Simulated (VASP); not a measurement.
Band structure of SiO₂ (space group P6_222). These are PBEsol GGA, VASP's PBE PAW potentials (set 64) (plane waves; VASP 6.6.1) values and carry that method's errors.

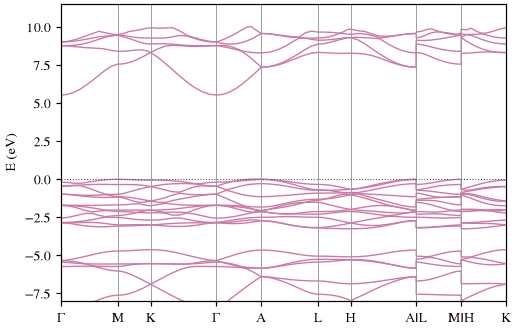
Figure. Bands along high-symmetry lines, zero at the valence-band maximum or, without a gap, the Fermi level

Question: Read the plot: is there a gap, and where are the band edges?

Answer: The gap is indirect, 5.52 eV, from the valence maximum at Γ-A at 0.89 to the conduction minimum at Γ. (Edges off the drawn lines would not show.)

The structure comes from a computed database's SiO2 entry (P6_222); how it stands against other phases isn't given here. It was relaxed first.
